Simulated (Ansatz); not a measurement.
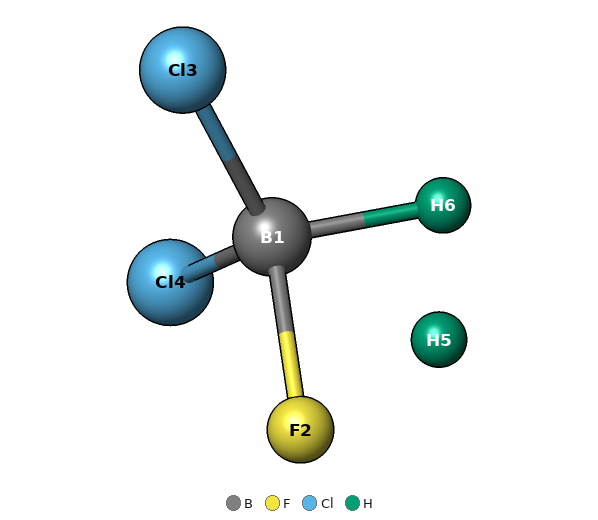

Sticks follow a distance rule. Harmonic vibrations computed with RKS PBE0-D4/def2-SVP (Ansatz 0.2.0) at a stationary point of the same level.

How many imaginary frequencies does it have?

A first-order saddle point: one imaginary frequency, 1450i cm⁻¹.

How many vibrational modes are there, and where do they lie?

12 modes: 1450i, 247, 289, 385, 698, 713, 774, 978, 1186, 1235, 1741, 2269 cm⁻¹.
